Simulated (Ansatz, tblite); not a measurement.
# GeH2MePh (C7H10Ge): spin states and exact exchange

Aim: set other spin states of GeH2MePh (C7H10Ge) against its singlet, on many levels of theory.

Computed with Ansatz 0.2.0, Gaussian basis. Level: as each input shows.

The runs, in order: triplet, at the geometry of the singlet (GFN1-xTB, GFN2-xTB, PBE0-D4/def2-TZVP, PBE-D4/def2-TZVP, r2SCAN-D4/def2-TZVP); the singlet's energies come from earlier runs.

2 further runs of the same task are left out: 2 set aside as unsound or not needed.

## Step 1: The structure

The geometry is that of the singlet, from an earlier relaxation (PBE0-D4/def2-SVP).

18 atoms, charge 0, spin multiplicity 1.

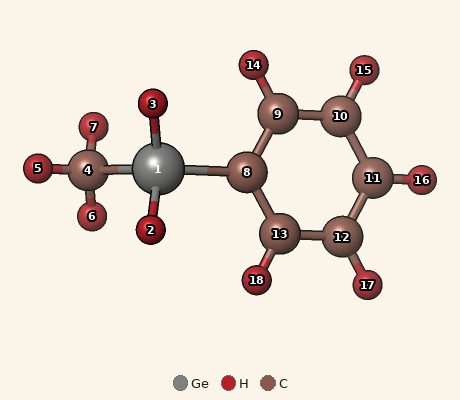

The structure; germanium grey, hydrogen red, carbon brown; atoms are numbered from 1 in the order of the file.

## Step 2: Triplet at the fixed geometry, GFN1-xTB

Tight binding, by tblite at 300 K electronic temperature and without a spin-polarisation term:

```python
tblite.interface.Calculator('GFN1-xTB', numbers, positions, charge=0, uhf=2).singlepoint()
```

Energy -589.3487 eV; 0.023 s.

## Step 3: Triplet at the fixed geometry, GFN2-xTB

Tight binding, by tblite at 300 K electronic temperature and without a spin-polarisation term:

```python
tblite.interface.Calculator('GFN2-xTB', numbers, positions, charge=0, uhf=2).singlepoint()
```

Energy -593.3845 eV; 0.014 s.

## Step 4: Triplet at the fixed geometry, PBE0-D4/def2-TZVP

File in.yaml:

```yaml
crystal:
  periodic: [false, false, false]
  atoms:
    - {symbol: Ge, position_ang: [1.159967, 1.415343, 0.825219]}
    - {symbol: H, position_ang: [1.160592, 1.409507, 2.368914]}
    - {symbol: H, position_ang: [2.616923, 1.429141, 0.314513]}
    - {symbol: C, position_ang: [0.216069, 2.993997, 0.165607]}
    - {symbol: H, position_ang: [0.701485, 3.915623, 0.518844]}
    - {symbol: H, position_ang: [-0.825587, 2.985596, 0.518442]}
    - {symbol: H, position_ang: [0.210383, 2.998129, -0.934279]}
    - {symbol: C, position_ang: [0.285658, -0.210490, 0.199158]}
    - {symbol: C, position_ang: [0.580594, -0.742684, -1.063641]}
    - {symbol: C, position_ang: [-0.068949, -1.885514, -1.528324]}
    - {symbol: C, position_ang: [-1.024230, -2.516595, -0.732566]}
    - {symbol: C, position_ang: [-1.325017, -2.002933, 0.528070]}
    - {symbol: C, position_ang: [-0.673263, -0.859499, 0.988827]}
    - {symbol: H, position_ang: [1.331592, -0.261001, -1.697791]}
    - {symbol: H, position_ang: [0.172858, -2.287388, -2.515825]}
    - {symbol: H, position_ang: [-1.532690, -3.414110, -1.094148]}
    - {symbol: H, position_ang: [-2.070608, -2.497164, 1.156525]}
    - {symbol: H, position_ang: [-0.915775, -0.469967, 1.982443]}
basis:
  gaussian: {orbitals: def2-TZVP}
magnetization: {spin_polarized: true, initial_magnetization: 2}
hamiltonian: {xc: pbe0, dispersion: d4}
scf: {omitted_lower_state_checks: [starts]}
output: {orbitals: {seedname: orbitals}}
```

On the command line:

```sh
ansatz run in.yaml --threads 2 --pin off --events-out ev --progress --plain --max-ram 32768MiB --backend cuda --devices 0, --max-vram 18GiB
```

Output:

```text
Functional definition: PBE0
  name "PBE0"
  cite "Adamo & Barone, J. Chem. Phys. 110, 6158 (1999) doi:10.1063/1.478522"
  cite "Perdew, Burke & Ernzerhof, Phys. Rev. Lett. 77, 3865 (1996) doi:10.1103/PhysRevLett.77.3865"
  parent pbe
  parameter a = 0.25
  parameter kappa = 0.804
  parameter beta = 0.06672455060314922
  exchange = (1 - a)*pbe_x(kappa = kappa, mu = beta*pi^2/3) + a*exact_x
  correlation = pbe_c(beta = beta)
these checks for a lower state are left out or cut short: starts
2101 factors; their error is unknown
mean field evaluation 1: about -63895.6497 eV, gradient 6.7e1 eV
mean field evaluation 2: about -63699.3842 eV, gradient 1.8e2 eV
mean field evaluation 4: about -63915.1013 eV, gradient 3.3e1 eV
mean field evaluation 8: about -63922.2999 eV, gradient 7.5e-1 eV
mean field evaluation 16: about -63922.2965 eV, gradient 7.9e-2 eV
mean field -63922.61506813 eV, -2349.1127754489 hartree, gradient 2.4e-5 eV, S^2 2.062512; 0 other end points of the search recorded, 0 dependent functions left out
reference -63922.61510879 eV, -2349.1127769434 hartree; 43, 41 occupied and 282, 284 virtual orbitals, 2101 factors
Total energy: -63923.04559546 eV, -2349.1285970366 hartree
Checks for a lower state left out: starts
```

Wall time 12 s (1 × H100 (card shared with other runs) with 2 threads of AMD EPYC 7R13, shared host); peak host memory 0.89 GiB.

HOMO -3.07 eV, LUMO -4.58 eV (over both spins; with the spin held, an empty level of the minority spin lies below the top filled one); ⟨S²⟩ 2.063 (pure: 2.00).

## Step 5: Triplet at the fixed geometry, PBE-D4/def2-TZVP

start.molden holds the orbitals of an earlier run on this state, given as this run's starting guess.

in.yaml, as its differences from that of step 4:

```diff
@@ -22,5 +22,5 @@
 basis:
-  gaussian: {orbitals: def2-TZVP}
+  gaussian: {orbitals: def2-TZVP, initial_orbitals: start.molden}
 magnetization: {spin_polarized: true, initial_magnetization: 2}
-hamiltonian: {xc: pbe0, dispersion: d4}
+hamiltonian: {xc: pbe, dispersion: d4}
 scf: {omitted_lower_state_checks: [starts]}
```

Launched as before.

Output:

```text
Functional definition: PBE
  name "PBE"
  cite "Perdew, Burke & Ernzerhof, Phys. Rev. Lett. 77, 3865 (1996) doi:10.1103/PhysRevLett.77.3865"
  parent pbe
  parameter kappa = 0.804
  parameter beta = 0.06672455060314922
  exchange = pbe_x(kappa = kappa, mu = beta*pi^2/3)
  correlation = pbe_c(beta = beta)
these checks for a lower state are left out or cut short: starts
2058 factors; their error is unknown
mean field evaluation 1: about -63919.9582 eV, gradient 9.1e0 eV
mean field evaluation 2: about -63920.1670 eV, gradient 2.9e-1 eV
mean field evaluation 4: about -63920.0925 eV, gradient 5.3e-2 eV
mean field evaluation 8: about -63920.0929 eV, gradient 2.9e-4 eV
mean field evaluation 16: about -63920.0929 eV, gradient 3.5e-6 eV
mean field -63920.09290844 eV, -2349.0200877900 hartree, gradient 3.5e-6 eV, S^2 2.021578; 0 other end points of the search recorded, 0 dependent functions left out
reference -63920.09296375 eV, -2349.0200898228 hartree; 43, 41 occupied and 282, 284 virtual orbitals, 2058 factors
Total energy: -63920.59775967 eV, -2349.0386407305 hartree
Checks for a lower state left out: starts
```

It took 9.6 s on 1 × H100 (card shared with other runs) with 2 threads of AMD EPYC 7R13, shared host; peak host memory 0.9 GiB.

Report: HOMO -2.08 eV, LUMO -5.63 eV (over both spins; with the spin held, an empty level of the minority spin lies below the top filled one); ⟨S²⟩ 2.022 (pure: 2.00).

## Step 6: Triplet at the fixed geometry, r2SCAN-D4/def2-TZVP

in.yaml, as its differences from that of step 5:

```diff
@@ -24,3 +24,3 @@
 magnetization: {spin_polarized: true, initial_magnetization: 2}
-hamiltonian: {xc: pbe, dispersion: d4}
+hamiltonian: {xc: r2scan, dispersion: d4}
 scf: {omitted_lower_state_checks: [starts]}
```

Launched as before.

Output:

```text
Functional definition: r2SCAN
  name "r2SCAN"
  cite "Furness, Kaplan, Ning, Perdew & Sun, J. Phys. Chem. Lett. 11, 8208 (2020) doi:10.1021/acs.jpclett.0c02405"
  cite "Furness, Kaplan, Ning, Perdew & Sun, J. Phys. Chem. Lett. 11, 9248 (2020) doi:10.1021/acs.jpclett.0c03077"
  parent r2scan
  parameter k0 = 0.174
  parameter k1 = 0.065
  parameter a1 = 4.9479
  exchange = r2scan_x(k0 = k0, k1 = k1, a1 = a1)
  correlation = r2scan_c
these checks for a lower state are left out or cut short: starts
2058 factors; their error is unknown
mean field evaluation 1: about -63934.2533 eV, gradient 5.6e0 eV
mean field evaluation 2: about -63934.3262 eV, gradient 9.4e-2 eV
mean field evaluation 4: about -63934.2618 eV, gradient 3.0e-3 eV
mean field evaluation 8: about -63934.2618 eV, gradient 1.8e-5 eV
mean field -63934.26177972 eV, -2349.5407842057 hartree, gradient 1.8e-5 eV, S^2 2.071341; 0 other end points of the search recorded, 0 dependent functions left out
reference -63934.26179791 eV, -2349.5407848742 hartree; 43, 41 occupied and 282, 284 virtual orbitals, 2058 factors
Total energy: -63934.39499392 eV, -2349.5456797372 hartree
Checks for a lower state left out: starts
```

Run time: 10 s. Hardware: 1 × H100 (card shared with other runs) with 2 threads of AMD EPYC 7R13, shared host; peak host memory 0.95 GiB.

Report: HOMO -2.37 eV, LUMO -5.18 eV (over both spins; with the spin held, an empty level of the minority spin lies below the top filled one); ⟨S²⟩ 2.071 (pure: 2.00).

## Step 7: Triplet less singlet, vertical

The singlet's energies are those of its earlier runs, whose logs aren't repeated here.

```tsv
level	triplet less singlet, vertical (kJ/mol)	time
GFN1-xTB	+436.9	0.037 s
GFN2-xTB	+435.9	0.023 s
PBE-D4/def2-TZVP	+409.0	22 s
r2SCAN-D4/def2-TZVP	+391.6	22 s
PBE0-D4/def2-TZVP	+403.8	23 s
```

Times add the two runs; a level without a time comes out of a correlated run. Tight binding without a spin term can't rank spin states.

## Step 8: Results

| quantity | value |
| --- | --- |
| triplet less singlet, vertical, functionals in def2-TZVP | +391.6 (r2SCAN-D4) to +409.0 kJ/mol (PBE-D4) |

**Reading.** All functionals put the triplet above the singlet, over a spread of 17.3 kJ/mol. The checks for a lower triplet were left out, so another state of that spin may lie lower. These are electronic energies, without zero-point motion, entropy or surroundings.
